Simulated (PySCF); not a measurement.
**AlH₃, SMILES `[AlH3]`: what the electrons do**

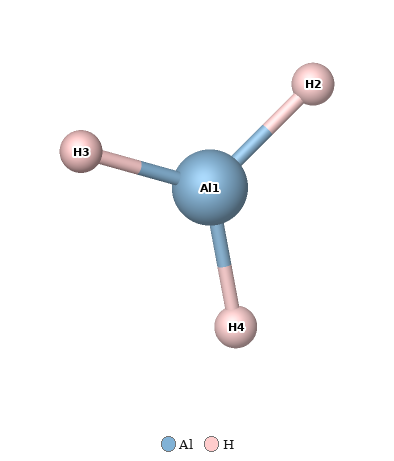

The molecule, with its atoms numbered as below. No frequency check shows the geometry to be a minimum.

Geometry (Å), atoms numbered from 1:

```
Al1      0.0000    0.0000    0.0000
H2      -1.0577    1.1372    0.0000
H3      -0.4560   -1.4846    0.0000
H4       1.5136    0.3474    0.0000
```

Part 1: Bonding charge

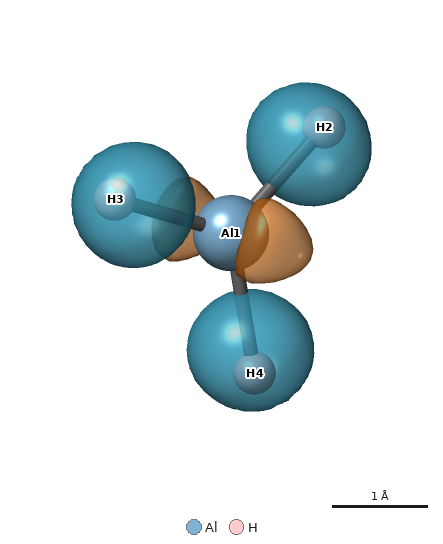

Deformation density (molecule less spherical, spin-averaged free atoms at the same positions), surfaces at ±0.1 e/Å³; light blue: gain, orange: loss.

Method: ωB97X/def2-TZVP; geometry: GFN2-xTB; program: PySCF.

**Describe the bonding that the map shows.**

Al1–H4, Al1–H2 and Al1–H3: +0.19 e/Å³ at the bond critical point (bond length 1.55 Å, Mayer order 0.9). In all, 1.1 electrons gather in the regions of gain relative to the promolecule.

Part 2: Bond critical points

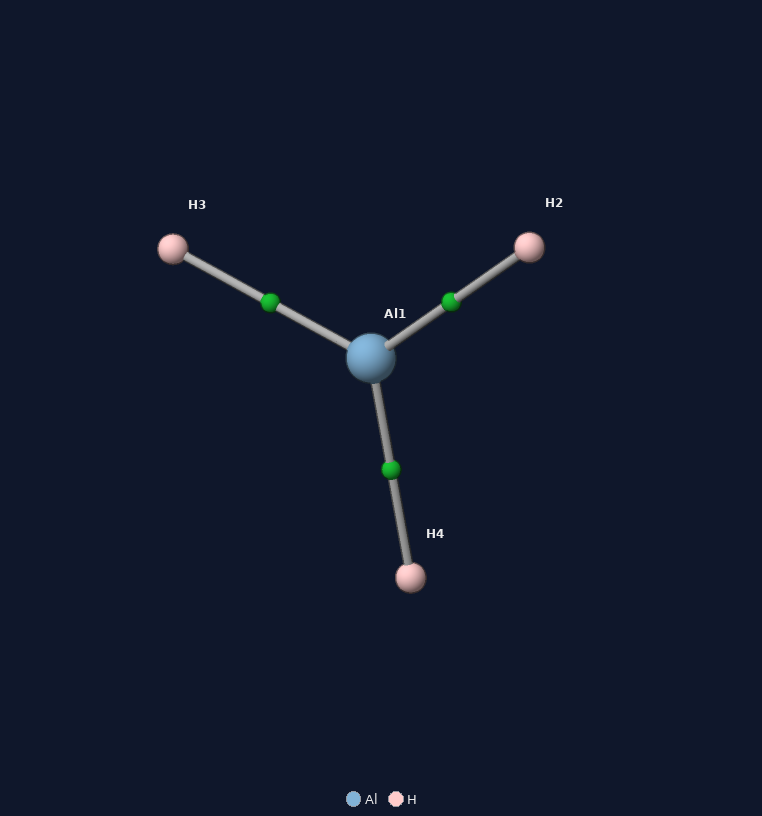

Molecular graph of the electron density (QTAIM): bond paths, bond critical points (green), ring points (magenta, if any); weak paths are dashed.

**How many critical points of each kind are there, and does the count close?**

4 nuclei, 3 bond, 0 ring and 0 cage critical points: 4 − 3 + 0 − 0 = 1, as the Poincaré–Hopf relation requires.

**What does the calculation give at each kind of bond critical point?**

| bond | length (Å) | ρ (a.u.) | ∇²ρ (a.u.) | ε | H (a.u.) |
| --- | --- | --- | --- | --- | --- |
| Al1–H4 (3 alike) | 1.553 | 0.088 | +0.23 | 0.03 | −0.030 |

**What kind of interaction is Al1–H4?**

Polar or intermediate (positive Laplacian, negative energy density H): ρ = 0.088, ∇²ρ = +0.23, H = −0.030 a.u.

Part 3: Electrostatic potential

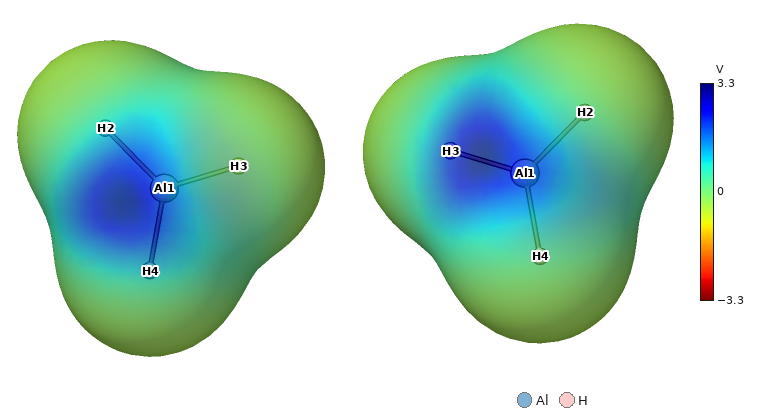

Electrostatic potential on the surface of electron density 0.001 a.u. (back view left, front view right).

**Where are the extremes of the potential on the surface?**

Highest: 3.24 V, over Al1, off the plane of its three bonds (1.8 Å), and at like points elsewhere. Lowest: −0.44 V, 1.5 Å from H4, and at like points elsewhere. The surface is sampled at points, so like sites can differ by a few per cent and only the strongest of them is named.

Part 4: In an electric field

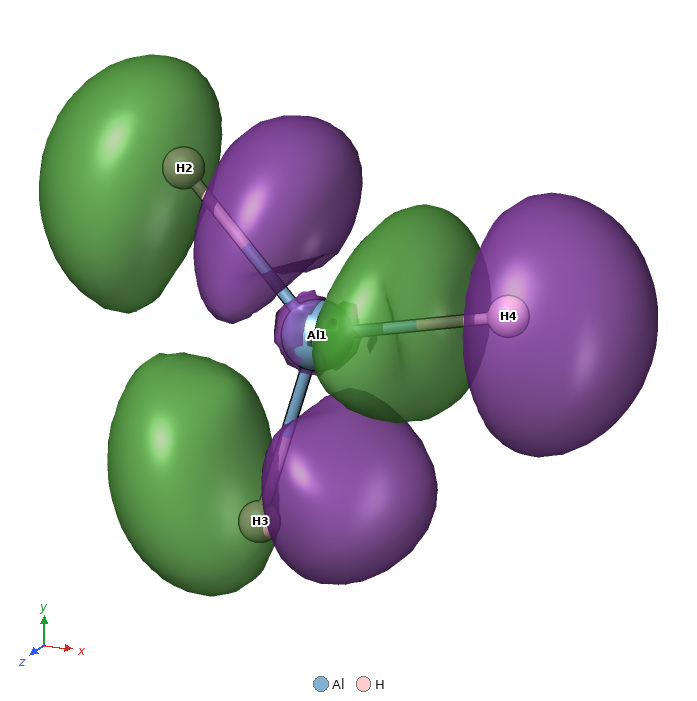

Change of the electron density in a uniform field of 0.21 V/Å, surfaces at ±0.0015 e/Å³ (purple: gain, green: loss).

PySCF calculation, ωB97X/def2-TZVP, gas phase; geometry: GFN2-xTB. A basis without diffuse functions makes polarisabilities too small.

The field was applied in both directions; the picture shows the one opposite to the script's first.

**Along which Cartesian direction does the field point?**

Along −x: electrons gather on the +x side, against the field.

**What dipole is induced, and what polarisability does it imply?**

The induced dipole is 0.31 D (along the field); α along this axis, from the fields in both directions, is 31 bohr³ (4.6 Å³).
